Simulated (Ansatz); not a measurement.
Consider BClH3P···HCl.

Input

```
crystal:
  periodic: [false, false, false]
  atoms:
    - { symbol: B, position_ang: [0.452351, 0.517345, -0.187858] }
    - { symbol: Cl, position_ang: [-0.684118, -0.470796, 2.486052] }
    - { symbol: Cl, position_ang: [1.727108, -0.648785, -0.523178] }
    - { symbol: H, position_ang: [-0.659996, 0.253788, -0.551191] }
    - { symbol: P, position_ang: [0.835391, 2.191103, 0.656948] }
    - { symbol: H, position_ang: [2.131052, 2.492006, 0.13348] }
    - { symbol: H, position_ang: [0.065647, 3.051782, -0.186219] }
    - { symbol: H, position_ang: [-0.133536, 0.747758, 2.614966] }
basis:
  gaussian: { orbitals: "6-31G*" }
hamiltonian:
  xc: pbe
relax:
  f_tol: 0.03
  max_steps: 50
output:
  orbitals: {}
```

Launched as:

```sh
ansatz run input.yaml --threads 1 --pin off --max-ram 2048MiB --backend cpu --events-out ev --progress --plain --runs-dir out
```

The fields are those of the run's last geometry, not of the input's.

Method: RKS PBE/6-31G* (Ansatz).

**What can the converged electron density and electron localisation function tell about the bonding?**

B–Cl (1.75 Å): ρ at the midpoint is about 1.3 e/Å³; the ELF peaks at about 0.90 between the atoms: a polar covalent bond.
B–P (1.91 Å): the density is about 0.99 e/Å³ at the midpoint; the ELF peaks at about 0.95 between the atoms (localised, covalent bonding).
B–H (1.20 Å): the density is about 1.3 e/Å³ at the midpoint; the ELF climbs to about 1 towards the hydrogen, as it does in any bond to H: an ordinary covalent bond to hydrogen.

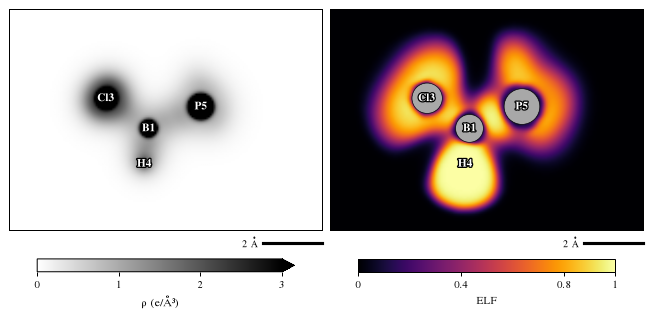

Computed electron density and electron localisation function on the plane of atoms H4, B1 and P5, in this order. Grey discs cover the atomic cores in the ELF map. 
